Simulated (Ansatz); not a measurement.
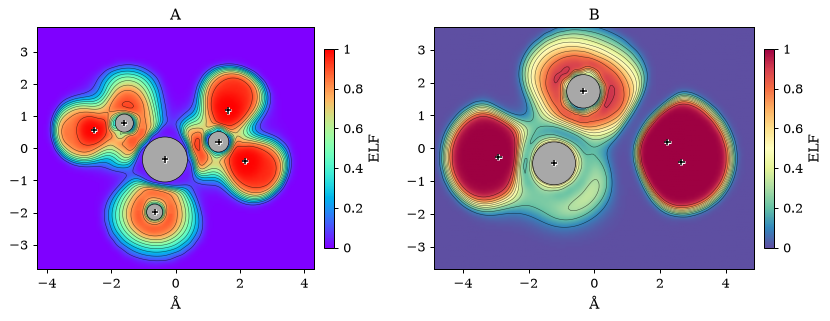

The electron localisation function of 2 systems, each on a plane through atoms (crosses mark nuclei in the plane; grey discs cover the cores).

Method: RKS r2SCAN-D4/def2-SVP in Ansatz.

System 1: AlFH3NO, the molecular plane. 

```yaml
atoms:
  - { symbol: Al, position_ang: [-0.0828, -0.2158, -0.1371] }
  - { symbol: F, position_ang: [-0.0017, -0.4496, 1.5093] }
  - { symbol: O, position_ang: [1.3204, -0.2222, -1.0859] }
  - { symbol: H, position_ang: [2.2154, -0.3533, -0.7657] }
  - { symbol: N, position_ang: [-1.6476, 0.0399, -0.8910] }
  - { symbol: H, position_ang: [-2.5349, 0.0605, -0.4008] }
  - { symbol: H, position_ang: [-1.7919, 0.1887, -1.8838] }
```

System 2: ClH3Sn···H2, the plane of atoms Cl2, Sn1 and H3. Core potentials replace the inner electrons of Sn.

```xyz
7

Sn    0.4281    0.0000   -0.1405
Cl    0.4074    0.0000    2.2271
H     2.0765    0.0000   -0.5863
H    -0.3820    1.4229   -0.6217
H    -0.3820   -1.4229   -0.6217
H    -3.1669    0.0000    1.3181
H    -2.5368    0.0000    1.7428
```

Which map belongs to which system?

Answer. Panel A is system 1, AlFH3NO: the plane holds Al, F, O, H and N. Al–F (1.66 Å): the ELF peaks at about 0.85 in the valence shell of F, 0.6 Å from its nucleus, and is about 0.25 at the midpoint. Panel B is system 2, ClH3Sn···H2: the plane holds Sn, Cl and H. Sn1···H7 (3.51 Å): the ELF dips to about 0 between them: a weak contact between the two molecules.
